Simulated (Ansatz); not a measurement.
System: B20 (FeSi-type) MnSi. Method: PBEsol-D3(BJ) (Ansatz, a first-principles code, PAW).

Run with plane-wave cutoff 520 eV, 12×12×12 k mesh, Fermi–Dirac smearing 0.05 eV, spin-polarised with parallel moments, scalar-relativistic PAW data made under PBE.

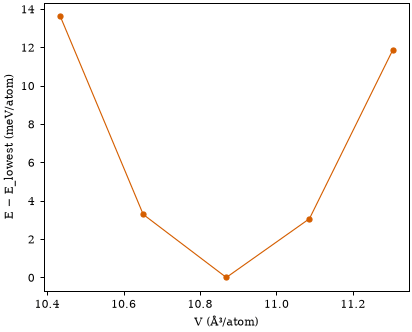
Total energy against volume

From the curve, estimate the equilibrium volume and the bulk modulus.

V0 ≈ 10.9 Å³/atom and B0 ≈ 230 GPa; the fit gives V0 = 10.869 Å³/atom, B0 = 234 GPa, B′ = 4.3.

Shape and atoms are relaxed at each volume.

Measured, for comparison: bulk modulus 167 GPa (room temperature, no zero-point or thermal correction; as tabulated in Study of the compressibility of FeSi, MnSi, and CoS2 (JETP Letters), abstract); equilibrium volume per atom 11.85 Å³/atom (temperature not stated, no zero-point or thermal correction; as tabulated in Wikipedia's data pages). Computed (rounded) less measured: bulk modulus +40 %, equilibrium volume per atom -8.3 %.

Note: the collinear magnetic order is the start's and need not be the measured one; the bulk modulus comes from volumes at which shape and atoms were relaxed.
